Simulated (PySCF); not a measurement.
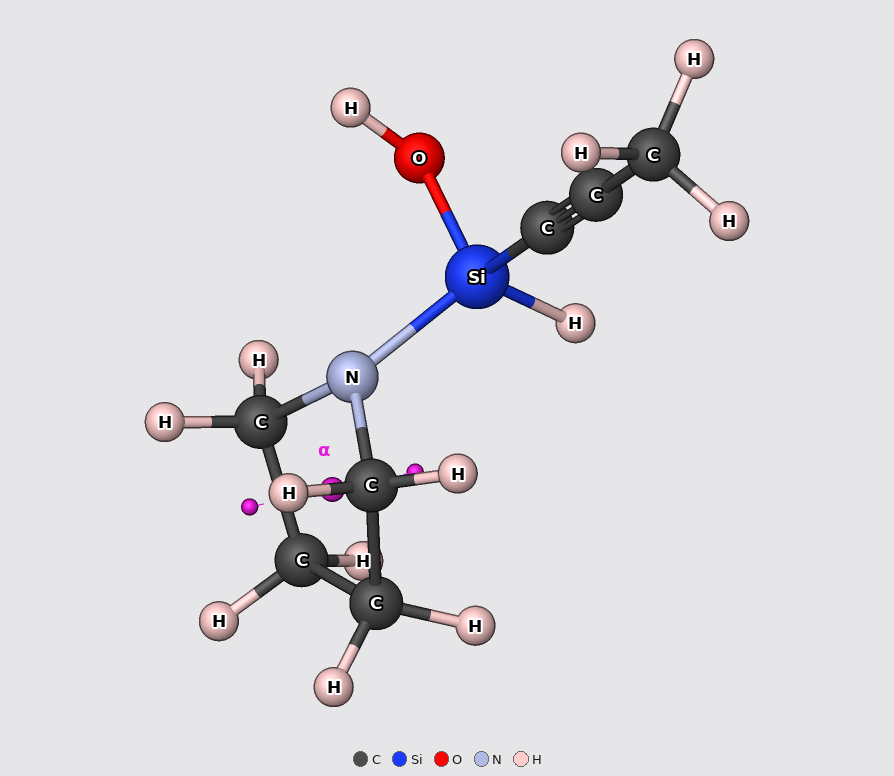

The small points mark where nucleus-independent chemical shifts (NICS) were computed: at the centre of each lettered ring and 1 Å above and below it. The computed structure is the end point of a GFN2-xTB optimisation. No frequency run is at hand to confirm it as a minimum. Level of theory: GIAO PBE0/pcSseg-1 NMR shielding, non-relativistic, gas phase (PySCF 2.14.0).

Give NICS(0), NICS(1) and the out-of-plane component NICS(1)zz for each ring (means of the two sides).

```tsv
ring	members	NICS(0)	NICS(1)	NICS(1)zz
α	C4N	−6.6	−4.2	−6.4
```

Values in ppm.

### What do the values say about the ring currents?

Ring α: weak, as in a non-aromatic ring. NICS is one index among several.

The geometry is semi-empirical. Around Si such bond lengths and angles can be off by a tenth of an ångström or more and by several degrees, and values that hang on the shape move with them.
